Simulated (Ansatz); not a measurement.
The starting structures come from a database of crystals and need not be the phases stable at ambient conditions.

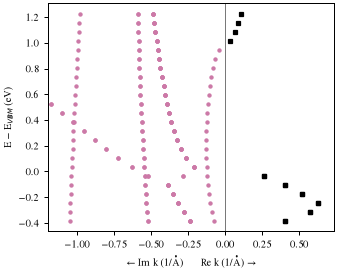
Complex bands at the centre of the two-dimensional zone; PBEsol run with Ansatz (an electronic-structure program)

No gap correction and no spin-orbit coupling; mid-gap values are interpolated between computed energies.

Question: This is ZnSnO3 (R3c, not sure to be the ambient phase, 10 atoms a cell, 11.8 Å³ an atom, -7 GPa at this level) along the normal of (001). Read off the slowest decay at the centre of the two-dimensional zone at 0.53 eV, the computed energy nearest the middle of the gap.

Answer: κ ≈ 0.12 1/Å, a decay length 1/(2κ) of the density of 4.3 Å.
